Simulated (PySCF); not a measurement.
System: CH$_{4}$O···CO$_{2}$.

Input file:

```
{"job": {"kind": "inter", "xc": "wB97M-D3(BJ)", "basis": "def2-TZVPD", "pairs": false}, "charge": 0, "multiplicity": 1, "parts": [{"atoms": "0-5", "charge": 0, "multiplicity": 1}, {"atoms": "6-8", "charge": 0, "multiplicity": 1}]}
C     -0.502148    -0.190608     0.071922
O      0.740040     0.170664    -0.484127
H     -1.257371     0.464443    -0.380316
H     -0.770130    -1.236388    -0.154850
H     -0.525963    -0.045143     1.165074
H      1.440393    -0.364085    -0.105298
O     -0.309996     1.889949    -2.616050
C      0.823934     1.676173    -2.738487
O      1.956340     1.491054    -2.904656
```

Run with:

```sh
OMP_NUM_THREADS=1 python cluster_run.py task.json out
```

Geometry: PBE0-D3(BJ)/def2-SVPD.

The calculation used wB97M-D3(BJ)/def2-TZVPD, SCF density, gas phase (PySCF 2.14.0).

**Predict the electron density and electron localisation function between the atoms.**

O–H (0.96 Å): ρ is about 3.8 e/Å³ halfway; the ELF climbs to about 1 towards the hydrogen, as it does in any bond to H (an ordinary covalent bond to hydrogen).
C–H (1.10 Å): ρ at the midpoint is about 2 e/Å³; the ELF climbs to about 1 towards the hydrogen: a covalent bond by its length.

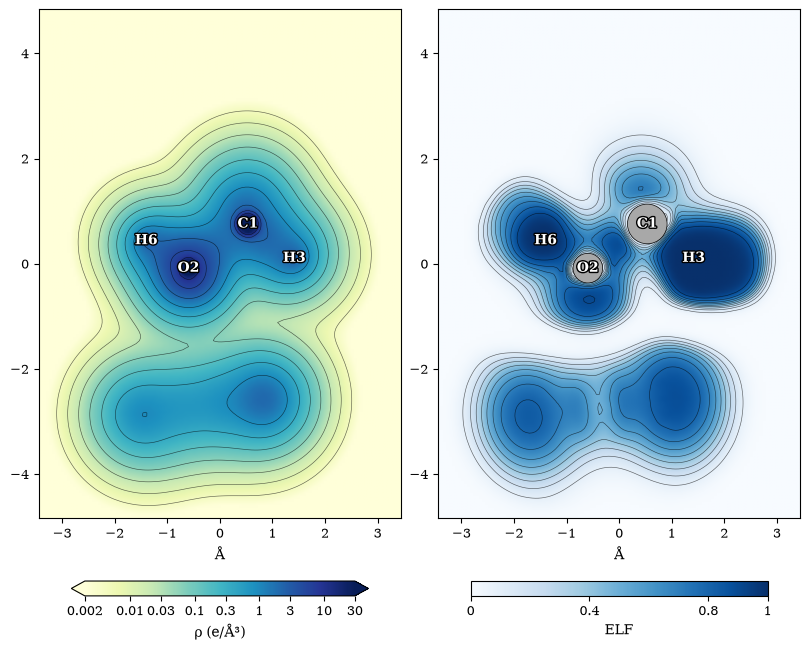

Computed electron density and electron localisation function on the plane of atoms O2, C1 and H3, in this order. Grey discs cover the atomic cores in the ELF map. 
